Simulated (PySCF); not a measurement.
**HOPSi (SMILES O1[Si]#[PH]1): density, localisation and related maps**

Input file:

```
# O1[Si]#[PH]1
import pyscf.grad
from pyscf import gto, dft

mol = gto.M(
    atom='input.xyz',
    max_memory=3720,
    basis='def2-tzvpd',
    verbose=3,
    charge=0,
)

myscf = dft.RKS(mol)
myscf.xc = 'pbe0'
myscf = myscf.density_fit(auxbasis='def2-universal-jkfit')
myscf.max_cycle = 100
myscf.grids.level = 3
myscf.conv_tol = 1e-09
myscf.kernel()
if not myscf.converged:
    myscf = myscf.newton().run(myscf.mo_coeff, myscf.mo_occ)

e_final = myscf.e_tot
print('Final energy', e_final)
grad = myscf.Gradients().kernel()
dip = myscf.dip_moment()
pop, q = myscf.mulliken_pop()
```

Launched as:

```sh
OMP_NUM_THREADS=2 python input.py
```

Geometry: B3LYP-D3(BJ)/6-311G**.

The calculation used Gaussian-basis quantum chemistry of an isolated molecule with PySCF, energy and nuclear gradient, functional PBE0 (PySCF).

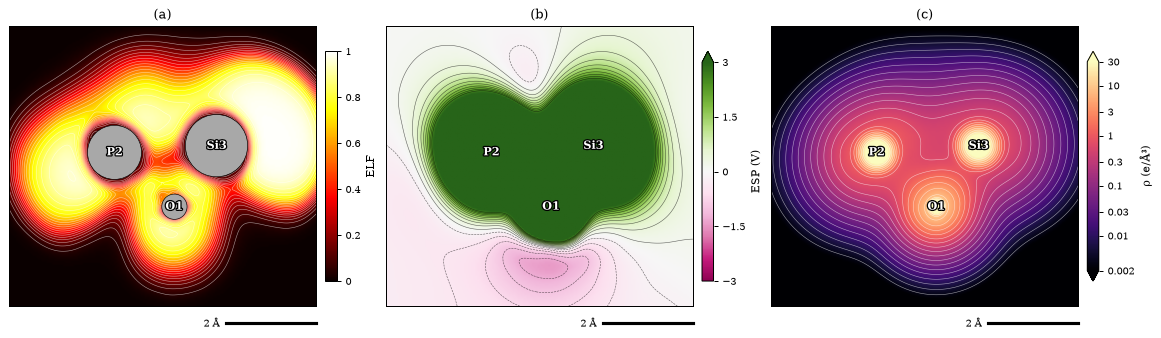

Figure 1. (a) electron localisation function; (b) electrostatic potential; (c) total electron density on the plane of atoms O1, P2 and Si3. Grey discs cover the atomic cores in the ELF map.

Question: Interpret the plot.

Answer: Atoms in the plane: O, P and Si. Si–O (1.65 Å): the density is about 1.2 e/Å³ at the midpoint; the ELF peaks at about 0.85 between the atoms: a shared but strongly polarised pair. P–O (1.80 Å): ρ is about 0.97 e/Å³ halfway, with its minimum of 0.83 e/Å³ about 0.7 Å from P; the ELF peaks at about 0.80 between the atoms (a polar covalent bond). Si–P (2.28 Å): ρ at the midpoint is about 0.58 e/Å³; the ELF peaks at about 0.65 between the atoms. The ELF also peaks beside O1, P2 and Si3, away from the bonds: lone-pair regions. Outside the dense part of the molecule the potential is most negative (−1.5 V) near O1.

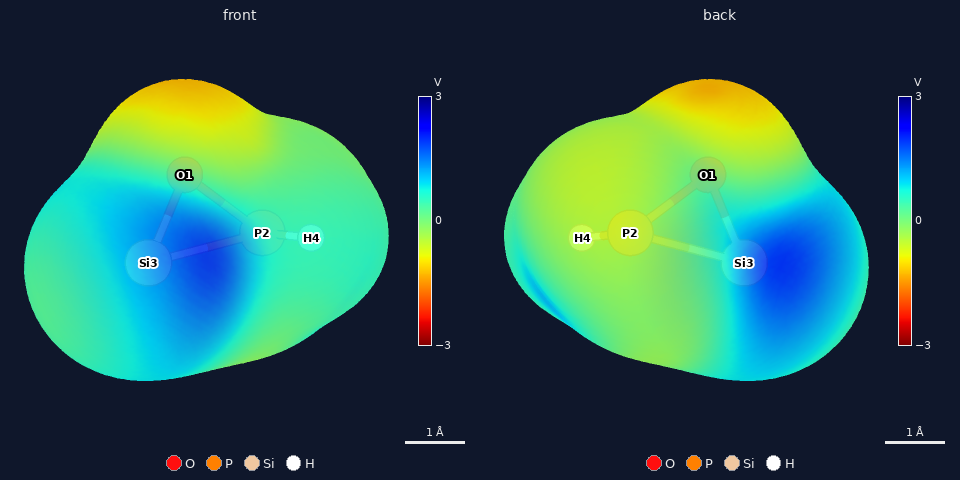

Figure 2. The electrostatic potential painted on the density surface at 0.002 e/bohr³, seen from the front and from behind; the colour scale runs from red (negative) to blue (positive).

Question: Where is the surface potential most negative and most positive?

Answer: The most negative region (about −1.3 V) lies over O1, the most positive (about +2.0 V) over Si3. O1 is the likeliest acceptor of a hydrogen bond.

Question: What dipole moment does the calculation give?

Answer: Its dipole moment is 1.75 D.

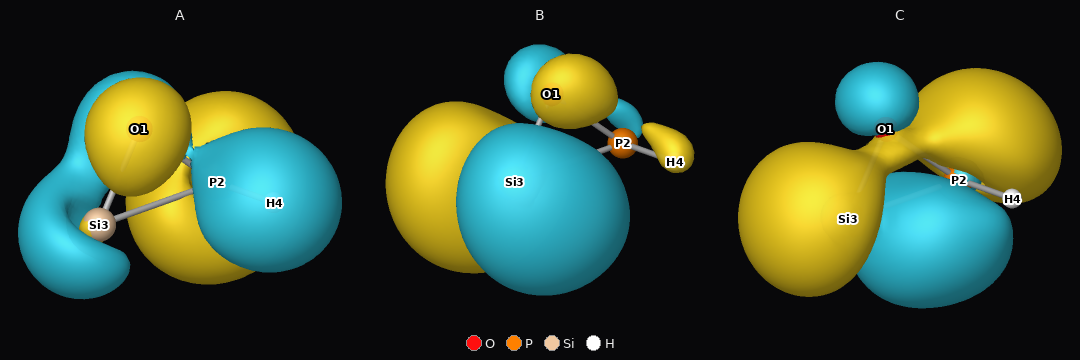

Figure 3. Three frontier orbitals at ±0.08 Å⁻³ᐟ² (yellow and cyan are the two phases), in no order.

Question: Order the three orbitals by energy and name them.

Answer: A is the HOMO−1 (−8.04 eV). It lies mainly on P2 (about 55 %), O1 (about 20 %), H4 (about 15 %) and Si3 (about 10 %). C is the HOMO (−6.66 eV). By Hirshfeld shares it lies mainly on P2 (about 55 %), Si3 (about 35 %) and O1 (about 10 %). B is the LUMO (−2.54 eV). Its weight (Hirshfeld) is mainly on Si3 (about 85 %) and O1 (about 10 %).

Question: What is the HOMO–LUMO gap?

Answer: 4.12 eV between the orbital energies.
